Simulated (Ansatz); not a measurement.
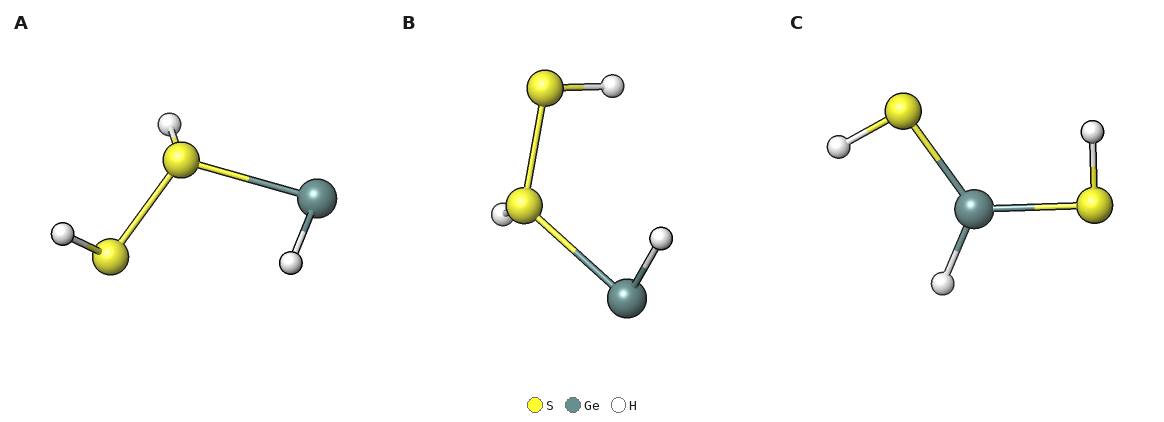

3 stationary structures of one formula. Charge +1, singlet. Geometries: PBE-D4/def2-SVP. Electronic energies: PBE-D4/def2-SVP (Ansatz 0.2.0), without zero-point energy. No frequency run is at hand to confirm each as a minimum.

> Which is lowest in energy, and by how much?

C is lowest (Cs); A lies 1.636 eV above it (C1), B lies 1.717 eV above it (C1).
